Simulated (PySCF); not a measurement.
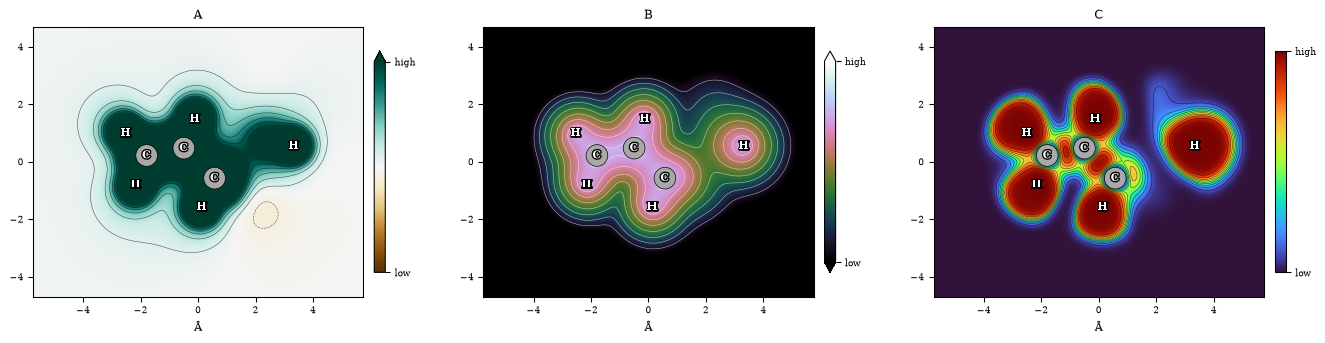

C3H11NSi2 (SMILES C=CCN([SiH3])[SiH3]): 3 fields on the plane of atoms C2, C1 and H7, with unlabelled colour scales. Grey discs cover the atomic cores.

Geometry: GFN2-xTB.

Method: PBE0/pcSseg-1, SCF density, gas phase, non-relativistic (PySCF 2.14.0).

Match the panels to the quantities (electron density, electron localisation function and electrostatic potential).

Answer. Panel A: electrostatic potential (strongly positive close to the atoms and fading to about zero outside). Panel B: electron density. Panel C: electron localisation function. From the grid: C–C (1.32 Å): the density is about 2.3 e/Å³ at the midpoint; the ELF peaks at about 0.90 between the atoms (a short, multiple covalent bond). C–H (1.08 Å): ρ at the midpoint is about 2 e/Å³; the ELF climbs to about 1 towards the hydrogen, as it does in any bond to H; a covalent bond by its length.
